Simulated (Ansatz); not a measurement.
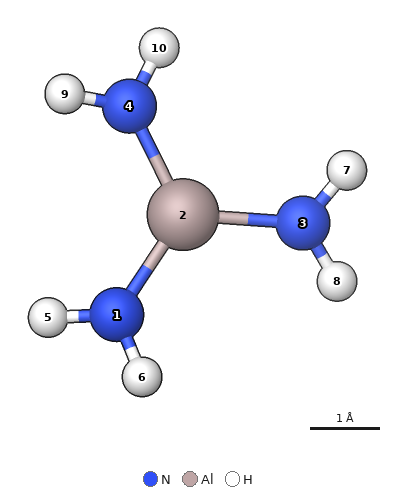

*The starting structure (ball-and-stick view, seen on its broad side; atoms are numbered from 1 in the order of the input). Sticks mark near contacts.*

Bond lengths as drawn: Al–N 1.77 Å and H–N 1.01 Å.

# AlN$_{3}$H$_{6}$: molecular dynamics (part 1 of 2)

The run: molecular dynamics of AlN$_{3}$H$_{6}$, SMILES [NH2][Al]([NH2])[NH2]. Method and program: UKS PBE-d3bj/def2-SVP (Ansatz 0.2.0).

The geometry comes from this level: PBE0-D4/def2-TZVP. Figures and captions count atoms from 1; the log counts them from 0 in places.

Output
```
Functional definition: PBE
  name "PBE"
  cite "Perdew, Burke & Ernzerhof, Phys. Rev. Lett. 77, 3865 (1996) doi:10.1103/PhysRevLett.77.3865"
  parent pbe
  parameter kappa = 0.804
  parameter beta = 0.06672455060314922
  exchange = pbe_x(kappa = kappa, mu = beta*pi^2/3)
  correlation = pbe_c(beta = beta)
1057 factors; their error is unknown
mean field evaluation 1: about -11128.4489 eV, gradient 7.7e1 eV
mean field evaluation 2: about -11049.6052 eV, gradient 1.3e2 eV
mean field evaluation 4: about -11150.9986 eV, gradient 2.0e1 eV
mean field evaluation 8: about -11152.6413 eV, gradient 2.4e-1 eV
mean field evaluation 16: about -11152.5883 eV, gradient 2.9e-5 eV
mean field -11152.58827611 eV, -409.8500596511 hartree, gradient 2.9e-5 eV, S^2 0.000000; 0 other end points of the search recorded, 0 dependent functions left out
the calculation of the forces begins
reference -11152.58831781 eV, -409.8500611836 hartree; 20, 20 occupied and 70, 70 virtual orbitals, 1057 factors
md step     0: t =     0.00 fs  T =  1000.0 K  F+E_penalty+E_count = -11152.74762678 eV  E_kin = 1.034080 eV  conserved = -11151.71354679 eV  (28 SCF iters)
these checks for a lower state are left out or cut short: starts, cluster_reference, orbital_swaps, neighbouring_geometries, increment
1057 factors; their error is unknown
mean field -11152.54794207 eV, -409.8485774024 hartree, gradient 1.8e-5 eV, S^2 0.000000; 0 other end points of the search recorded, 0 dependent functions left out
the calculation of the forces begins
reference -11152.54798376 eV, -409.8485789347 hartree; 20, 20 occupied and 70, 70 virtual orbitals, 1057 factors
md step     1: t =     0.50 fs  T =   962.3 K  F+E_penalty+E_count = -11152.70710077 eV  E_kin = 0.995056 eV  conserved = -11151.71204430 eV  (29 SCF iters)
[... from here on the SCF iterations and repeated set-up lines of each step are left out, up to the last step ...]
md step     2: t =     1.00 fs  T =   854.4 K  F+E_penalty+E_count = -11152.59154383 eV  E_kin = 0.883516 eV  conserved = -11151.70802804 eV  (30 SCF iters)
md step     3: t =     1.50 fs  T =   732.0 K  F+E_penalty+E_count = -11152.46105430 eV  E_kin = 0.756994 eV  conserved = -11151.70406014 eV  (30 SCF iters)
md step     4: t =     2.00 fs  T =   650.5 K  F+E_penalty+E_count = -11152.37520631 eV  E_kin = 0.672620 eV  conserved = -11151.70258650 eV  (30 SCF iters)
md step     5: t =     2.50 fs  T =   631.7 K  F+E_penalty+E_count = -11152.35711732 eV  E_kin = 0.653251 eV  conserved = -11151.70386651 eV  (30 SCF iters)
md step     6: t =     3.00 fs  T =   660.0 K  F+E_penalty+E_count = -11152.38866677 eV  E_kin = 0.682522 eV  conserved = -11151.70614429 eV  (30 SCF iters)
md step     7: t =     3.50 fs  T =   703.2 K  F+E_penalty+E_count = -11152.43487025 eV  E_kin = 0.727117 eV  conserved = -11151.70775306 eV  (30 SCF iters)
md step     8: t =     4.00 fs  T =   735.3 K  F+E_penalty+E_count = -11152.46872573 eV  E_kin = 0.760374 eV  conserved = -11151.70835217 eV  (30 SCF iters)
md step     9: t =     4.50 fs  T =   744.2 K  F+E_penalty+E_count = -11152.47804498 eV  E_kin = 0.769591 eV  conserved = -11151.70845426 eV  (29 SCF iters)
md step    10: t =     5.00 fs  T =   726.2 K  F+E_penalty+E_count = -11152.45940621 eV  E_kin = 0.750914 eV  conserved = -11151.70849236 eV  (30 SCF iters)
md step    11: t =     5.50 fs  T =   680.8 K  F+E_penalty+E_count = -11152.41235197 eV  E_kin = 0.704000 eV  conserved = -11151.70835193 eV  (30 SCF iters)
md step    12: t =     6.00 fs  T =   612.6 K  F+E_penalty+E_count = -11152.34099435 eV  E_kin = 0.633496 eV  conserved = -11151.70749821 eV  (31 SCF iters)
md step    13: t =     6.50 fs  T =   537.3 K  F+E_penalty+E_count = -11152.26118242 eV  E_kin = 0.555581 eV  conserved = -11151.70560093 eV  (31 SCF iters)
md step    14: t =     7.00 fs  T =   484.1 K  F+E_penalty+E_count = -11152.20393116 eV  E_kin = 0.500613 eV  conserved = -11151.70331814 eV  (30 SCF iters)
md step    15: t =     7.50 fs  T =   485.4 K  F+E_penalty+E_count = -11152.20429521 eV  E_kin = 0.501954 eV  conserved = -11151.70234166 eV  (30 SCF iters)
md step    16: t =     8.00 fs  T =   553.4 K  F+E_penalty+E_count = -11152.27630615 eV  E_kin = 0.572256 eV  conserved = -11151.70405047 eV  (30 SCF iters)
md step    17: t =     8.50 fs  T =   663.1 K  F+E_penalty+E_count = -11152.39363190 eV  E_kin = 0.685689 eV  conserved = -11151.70794323 eV  (29 SCF iters)
md step    18: t =     9.00 fs  T =   760.0 K  F+E_penalty+E_count = -11152.49766094 eV  E_kin = 0.785879 eV  conserved = -11151.71178166 eV  (29 SCF iters)
md step    19: t =     9.50 fs  T =   790.8 K  F+E_penalty+E_count = -11152.53094537 eV  E_kin = 0.817725 eV  conserved = -11151.71322073 eV  (30 SCF iters)
md step    20: t =    10.00 fs  T =   736.1 K  F+E_penalty+E_count = -11152.47250753 eV  E_kin = 0.761217 eV  conserved = -11151.71129045 eV  (30 SCF iters)
md step    21: t =    10.50 fs  T =   623.8 K  F+E_penalty+E_count = -11152.35218048 eV  E_kin = 0.645084 eV  conserved = -11151.70709680 eV  (29 SCF iters)
md step    22: t =    11.00 fs  T =   512.4 K  F+E_penalty+E_count = -11152.23328355 eV  E_kin = 0.529877 eV  conserved = -11151.70340697 eV  (30 SCF iters)
md step    23: t =    11.50 fs  T =   453.4 K  F+E_penalty+E_count = -11152.17139139 eV  E_kin = 0.468814 eV  conserved = -11151.70257758 eV  (30 SCF iters)
md step    24: t =    12.00 fs  T =   459.7 K  F+E_penalty+E_count = -11152.17981959 eV  E_kin = 0.475368 eV  conserved = -11151.70445126 eV  (30 SCF iters)
md step    25: t =    12.50 fs  T =   506.7 K  F+E_penalty+E_count = -11152.23091760 eV  E_kin = 0.523958 eV  conserved = -11151.70695944 eV  (30 SCF iters)
md step    26: t =    13.00 fs  T =   557.8 K  F+E_penalty+E_count = -11152.28528956 eV  E_kin = 0.576805 eV  conserved = -11151.70848498 eV  (31 SCF iters)
md step    27: t =    13.50 fs  T =   587.6 K  F+E_penalty+E_count = -11152.31646693 eV  E_kin = 0.607580 eV  conserved = -11151.70888665 eV  (31 SCF iters)
md step    28: t =    14.00 fs  T =   586.3 K  F+E_penalty+E_count = -11152.31509021 eV  E_kin = 0.606316 eV  conserved = -11151.70877378 eV  (31 SCF iters)
md step    29: t =    14.50 fs  T =   553.9 K  F+E_penalty+E_count = -11152.28134205 eV  E_kin = 0.572800 eV  conserved = -11151.70854168 eV  (29 SCF iters)
md step    30: t =    15.00 fs  T =   494.6 K  F+E_penalty+E_count = -11152.21944911 eV  E_kin = 0.511433 eV  conserved = -11151.70801592 eV  (30 SCF iters)
md step    31: t =    15.50 fs  T =   418.9 K  F+E_penalty+E_count = -11152.13985474 eV  E_kin = 0.433125 eV  conserved = -11151.70672976 eV  (30 SCF iters)
md step    32: t =    16.00 fs  T =   348.5 K  F+E_penalty+E_count = -11152.06502490 eV  E_kin = 0.360387 eV  conserved = -11151.70463832 eV  (31 SCF iters)
md step    33: t =    16.50 fs  T =   315.0 K  F+E_penalty+E_count = -11152.02852267 eV  E_kin = 0.325781 eV  conserved = -11151.70274166 eV  (30 SCF iters)
md step    34: t =    17.00 fs  T =   344.7 K  F+E_penalty+E_count = -11152.05915783 eV  E_kin = 0.356455 eV  conserved = -11151.70270253 eV  (30 SCF iters)
md step    35: t =    17.50 fs  T =   436.6 K  F+E_penalty+E_count = -11152.15679425 eV  E_kin = 0.451475 eV  conserved = -11151.70531939 eV  (30 SCF iters)
md step    36: t =    18.00 fs  T =   553.3 K  F+E_penalty+E_count = -11152.28160498 eV  E_kin = 0.572164 eV  conserved = -11151.70944087 eV  (31 SCF iters)
md step    37: t =    18.50 fs  T =   637.4 K  F+E_penalty+E_count = -11152.37176549 eV  E_kin = 0.659122 eV  conserved = -11151.71264329 eV  (29 SCF iters)
md step    38: t =    19.00 fs  T =   645.1 K  F+E_penalty+E_count = -11152.37993683 eV  E_kin = 0.667087 eV  conserved = -11151.71284984 eV  (30 SCF iters)
md step    39: t =    19.50 fs  T =   575.1 K  F+E_penalty+E_count = -11152.30441679 eV  E_kin = 0.594730 eV  conserved = -11151.70968724 eV  (29 SCF iters)
md step    40: t =    20.00 fs  T =   472.6 K  F+E_penalty+E_count = -11152.19379593 eV  E_kin = 0.488661 eV  conserved = -11151.70513510 eV  (30 SCF iters)
md step    41: t =    20.50 fs  T =   400.4 K  F+E_penalty+E_count = -11152.11651871 eV  E_kin = 0.414060 eV  conserved = -11151.70245859 eV  (30 SCF iters)
md step    42: t =    21.00 fs  T =   396.2 K  F+E_penalty+E_count = -11152.11299632 eV  E_kin = 0.409701 eV  conserved = -11151.70329511 eV  (30 SCF iters)
md step    43: t =    21.50 fs  T =   450.1 K  F+E_penalty+E_count = -11152.17155619 eV  E_kin = 0.465388 eV  conserved = -11151.70616793 eV  (31 SCF iters)
md step    44: t =    22.00 fs  T =   522.1 K  F+E_penalty+E_count = -11152.24848830 eV  E_kin = 0.539935 eV  conserved = -11151.70855343 eV  (30 SCF iters)
md step    45: t =    22.50 fs  T =   575.6 K  F+E_penalty+E_count = -11152.30460501 eV  E_kin = 0.595238 eV  conserved = -11151.70936719 eV  (31 SCF iters)
md step    46: t =    23.00 fs  T =   593.8 K  F+E_penalty+E_count = -11152.32315354 eV  E_kin = 0.614081 eV  conserved = -11151.70907293 eV  (32 SCF iters)
md step    47: t =    23.50 fs  T =   577.0 K  F+E_penalty+E_count = -11152.30513771 eV  E_kin = 0.596649 eV  conserved = -11151.70848832 eV  (31 SCF iters)
md step    48: t =    24.00 fs  T =   532.0 K  F+E_penalty+E_count = -11152.25805408 eV  E_kin = 0.550089 eV  conserved = -11151.70796556 eV  (32 SCF iters)
md step    49: t =    24.50 fs  T =   467.2 K  F+E_penalty+E_count = -11152.19046877 eV  E_kin = 0.483169 eV  conserved = -11151.70730020 eV  (32 SCF iters)
these checks for a lower state are left out or cut short: starts, cluster_reference, orbital_swaps, neighbouring_geometries, increment
1057 factors; their error is unknown
mean field -11151.95744584 eV, -409.8268770664 hartree, gradient 6.3e-6 eV, S^2 0.000000; 0 other end points of the search recorded, 0 dependent functions left out
the calculation of the forces begins
reference -11151.95748673 eV, -409.8268785691 hartree; 20, 20 occupied and 70, 70 virtual orbitals, 1057 factors
1057 factors; their error is unknown
mean field evaluation 416: about -11151.9574 eV, gradient 9.9e-3 eV
mean field -11151.95744584 eV, -409.8268770664 hartree, gradient 8.5e-6 eV, S^2 0.000000; 1 other end points of the search recorded, 0 dependent functions left out
the calculation of the forces begins
reference -11151.95748673 eV, -409.8268785691 hartree; 20, 20 occupied and 70, 70 virtual orbitals, 1057 factors
md step    50: t =    25.00 fs  T =   394.8 K  F+E_penalty+E_count = -11152.11437228 eV  E_kin = 0.408251 eV  conserved = -11151.70612139 eV  (30 SCF iters)
```

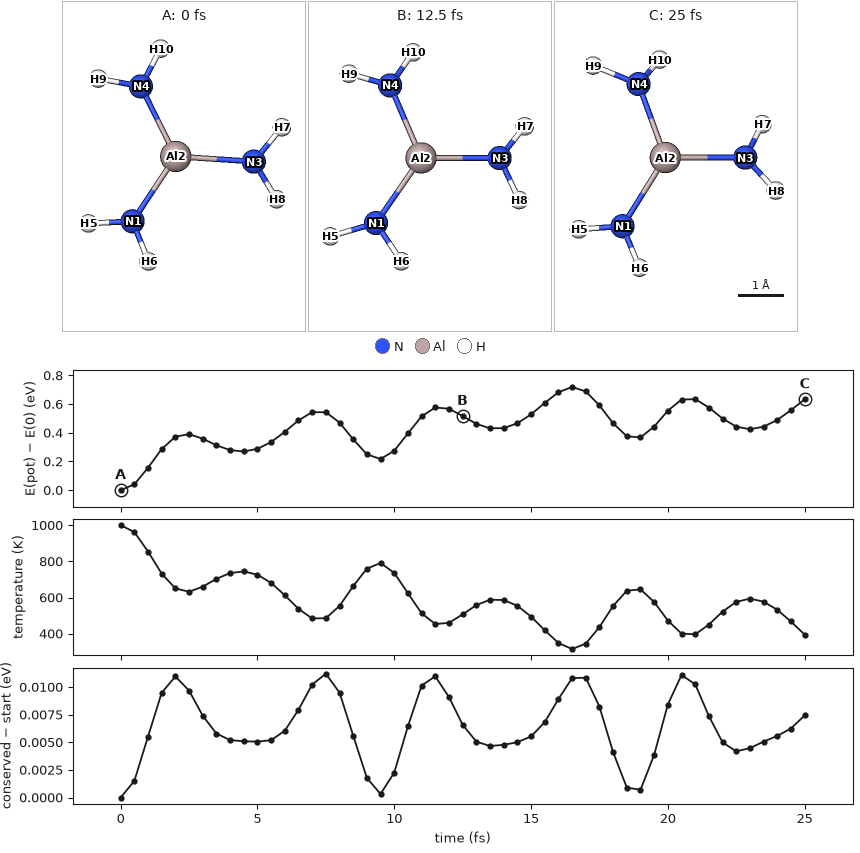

*Frames of the molecular dynamics (ball-and-stick, seen at a tilt) above the curves, on which the letters mark them.*

The trajectory kept here has 51 frames over 25 fs. The temperature starts at 1000 K, ranges from 315 to 1000 K and averages 498 K over the second half. The potential energy ends 0.633 eV above its first value. The conserved quantity stays within 0.011 eV. After an unweighted best fit of the last frame on the first, the root-mean-square displacement is 0.31 Å, and H7 has moved furthest (0.58 Å).

```
Total energy: -11152.11441318 eV, -409.8326455095 hartree
Atom 0 at    -1.520665     0.312940    -1.042431 Å, force     0.572978    -1.318936     1.002822 eV/Å
Atom 1 at    -0.123308     0.030964     0.101800 Å, force     0.465973    -0.816630    -1.088210 eV/Å
Atom 2 at     0.636554    -1.631240     0.282140 Å, force     2.435972     0.076279    -0.152659 eV/Å
Atom 3 at     1.078727     1.237531     0.662440 Å, force    -1.473584     3.719579     0.209774 eV/Å
Atom 4 at    -1.803003     1.193541    -1.412623 Å, force    -0.331720     1.138971    -0.305703 eV/Å
Atom 5 at    -2.190986    -0.407193    -1.343335 Å, force     0.229750     0.143969     0.170787 eV/Å
Atom 6 at     1.740980    -1.689635     0.243880 Å, force    -2.593008     0.476468     0.336980 eV/Å
Atom 7 at     0.373946    -2.557546    -0.056037 Å, force    -0.493735     0.045074    -0.076227 eV/Å
Atom 8 at     1.036466     2.349012     0.688442 Å, force    -0.147172    -2.981027    -0.085992 eV/Å
Atom 9 at     2.043947     1.019772     0.558630 Å, force     1.334546    -0.483747    -0.011573 eV/Å
Dipole moment:    -0.060116     0.101143    -0.194559 e Å
```

Trajectory as extended XYZ (Å, eV, eV/Å), 20 of the 51 frames kept, from step=0 to step=50
```
10
Properties=species:S:1:pos:R:3:forces:R:3 step=0 time_fs=0.0 energy=-11152.74763 temperature=1000.0
N    -1.4849    0.3198   -0.8944    0.2942  -0.0646   0.1773
Al    0.0079   -0.0052    0.0010    0.0013   0.0004  -0.0024
N     0.5394   -1.6744    0.2602   -0.1050   0.3296  -0.0501
N     0.9703    1.3391    0.6354   -0.1908  -0.2649  -0.1245
H    -1.7625    1.2208   -1.2451   -0.2021   0.6058  -0.2623
H    -2.1796   -0.3694   -1.1269   -0.4966  -0.4537  -0.1564
H     1.2598   -1.9570    0.9027    0.4806  -0.2174   0.4461
H     0.1653   -2.4790   -0.2136   -0.2322  -0.5640  -0.3248
H     0.6579    2.2933    0.6968   -0.1995   0.6574   0.0657
H     1.9094    1.2607    0.9869    0.6500  -0.0287   0.2314
10
Properties=species:S:1:pos:R:3:forces:R:3 step=3 time_fs=1.5 energy=-11152.46105 temperature=732.0
N    -1.4805    0.3243   -0.9023   -1.5060   0.9379  -1.0494
Al   -0.0036   -0.0073    0.0085    0.1844   0.2390   0.0074
N     0.5506   -1.6606    0.2652   -2.1645  -0.3925  -1.8443
N     0.9698    1.3315    0.6340    2.9860  -2.9793   0.5448
H    -1.8122    1.2555   -1.3028    0.5881  -1.5284   0.6775
H    -2.1802   -0.4091   -1.1309    0.4102   0.5565   0.1266
H     1.2727   -1.9828    0.8168    2.3181  -0.6936   1.8830
H     0.1699   -2.4996   -0.2000   -0.0474   0.4710   0.0194
H     0.7141    2.2490    0.7017   -1.1024   3.4599   0.2223
H     1.9809    1.2625    0.9727   -1.6667  -0.0706  -0.5874
10
Properties=species:S:1:pos:R:3:forces:R:3 step=5 time_fs=2.5 energy=-11152.35712 temperature=631.7
N    -1.4786    0.3280   -0.9083   -2.1818   1.0019  -1.4584
Al   -0.0111   -0.0085    0.0136    0.2551   0.4125  -0.0109
N     0.5565   -1.6517    0.2672   -1.8418  -1.3027  -1.5862
N     0.9717    1.3242    0.6335    3.4658  -2.3643   0.7688
H    -1.8395    1.2633   -1.3343    0.8863  -2.0884   1.0026
H    -2.1770   -0.4303   -1.1325    0.7510   0.9800   0.2253
H     1.3061   -2.0074    0.7799    1.9152  -0.3640   1.4800
H     0.1721   -2.5093   -0.1912    0.0070   0.9233   0.1545
H     0.7398    2.2564    0.7074   -0.9699   2.9472   0.1690
H     2.0118    1.2629    0.9573   -2.2869  -0.1454  -0.7446
10
Properties=species:S:1:pos:R:3:forces:R:3 step=8 time_fs=4.0 energy=-11152.46873 temperature=735.3
N    -1.4786    0.3348   -0.9192   -2.1373   0.5382  -1.3335
Al   -0.0222   -0.0101    0.0211    0.2681   0.7058  -0.0857
N     0.5633   -1.6402    0.2683    0.3741  -2.7828  -0.1618
N     0.9788    1.3107    0.6338    2.4598   1.0179   0.9061
H    -1.8643    1.2383   -1.3638    0.9038  -1.7455   0.9717
H    -2.1588   -0.4445   -1.1309    0.7115   0.9912   0.2010
H     1.3853   -2.0481    0.7477   -0.2737   0.8445   0.0603
H     0.1754   -2.5070   -0.1752   -0.0680   0.9979   0.1305
H     0.7626    2.3124    0.7183   -0.2867  -0.2953  -0.1235
H     2.0178    1.2607    0.9212   -1.9516  -0.2718  -0.5651
```
